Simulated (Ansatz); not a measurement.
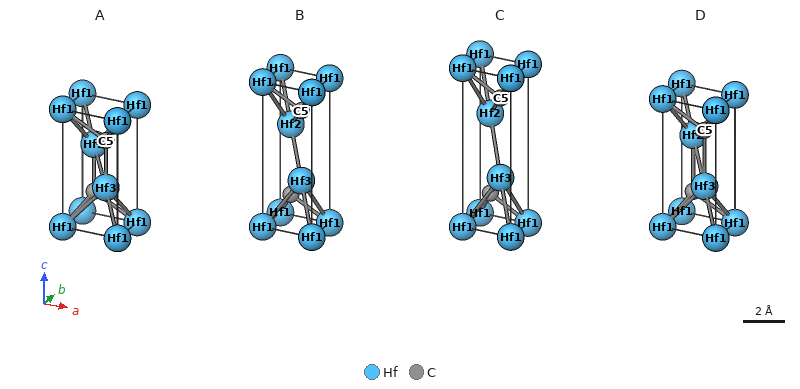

4 geometries from one relaxation of a crystal of Hf$_{3}$C$_{2}$ (built on the A-type sesquioxide_164 type) (coarse preliminary run), in shuffled order. The picture is a ball-and-stick view of the cell of the calculation, seen slightly off an axis.

Case: anti-A-type sesquioxide type (P-3m1, No. 164).

Theory: DFT PBE, scalar-relativistic, plane waves, PAW (Ansatz 0.2.0). Set-up: plane-wave cutoff 420 eV; k-point mesh 6 × 6 × 4; occupations gaussian; smearing width 0.1 eV; no spin polarisation; cell and atoms relaxed; force threshold 0.04 eV/Å; at most 70 steps.

Q: Order the frames from highest to lowest energy.

A: A, D, B, C. They are steps 0, 2, 5, 12, at +3.469 eV per cell of the calculation, +2.420 eV per cell of the calculation, +0.548 eV per cell of the calculation relative to the last. The largest moves relative to the cell, 0.56 Å, are those of C atoms. By element the largest moves are C 0.56 Å, Hf 0.25 Å. The volume changes by +3.9 %, with a = b 3.770 → 3.306 Å (−12.3 %), c 5.865 → 7.920 Å (+35.0 %). Among the contacts that change: C–Hf 2.346 → 3.982 Å, Hf–Hf 2.762 → 3.393 Å, Hf–Hf 3.770 → 3.306 Å, C–Hf 2.608 → 2.356 Å. Bonds break: C–Hf (2.35 → 3.98 Å). Among the angles between lasting bonds that change: Hf–C–Hf 112.3° → 95.0°, Hf–C–Hf 163.1° → 175.8°, Hf–C–Hf 75.9° → 87.9°. The space group stays P-3m1 (No. 164). The energy falls by 3.469 eV per cell of the calculation in 10 accepted moves (12 points after the start). The largest force component goes from 2.5 to 0.019 eV/Å. The pressure goes from 4.13 to −0.31 GPa. At 2 points the geometry stayed and the basis and grid were re-selected for the new cell (energy shift of 0.233 eV per cell of the calculation at most each time). Cost: 100 s on 1 thread of Arm Neoverse V1, on a shared host, peak memory 0.39 GiB.
